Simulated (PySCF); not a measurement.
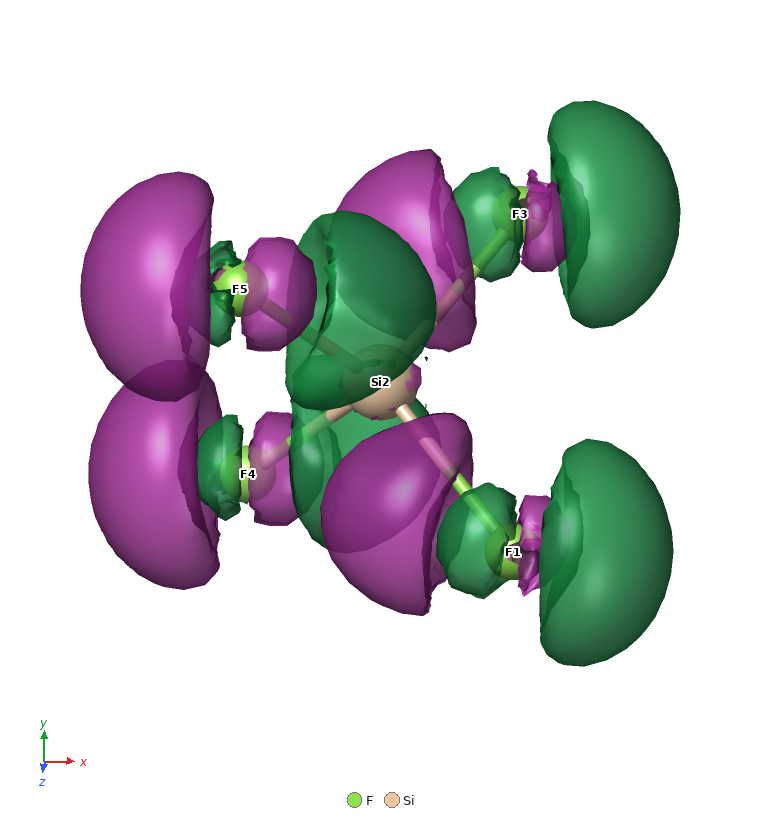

*F₄Si, SMILES `F[Si](F)(F)F`. Change of the electron density in a uniform field of 0.21 V/Å, surfaces at ±0.0015 e/Å³ (green: gain, purple: loss).*

Method: ωB97X/def2-TZVP; geometry: GFN2-xTB; program: PySCF. No frequency check shows the geometry to be a minimum. A basis without diffuse functions makes polarisabilities too small.

The field was applied in both directions; the picture shows the one opposite to the script's first.

> Along which Cartesian direction does the field point?

Along −x: electrons gather on the +x side, against the field.

> What dipole is induced, and what polarisability does it imply?

The induced dipole is 0.21 D (along the field); α along this axis, from the fields in both directions, is 20 bohr³ (3.0 Å³).
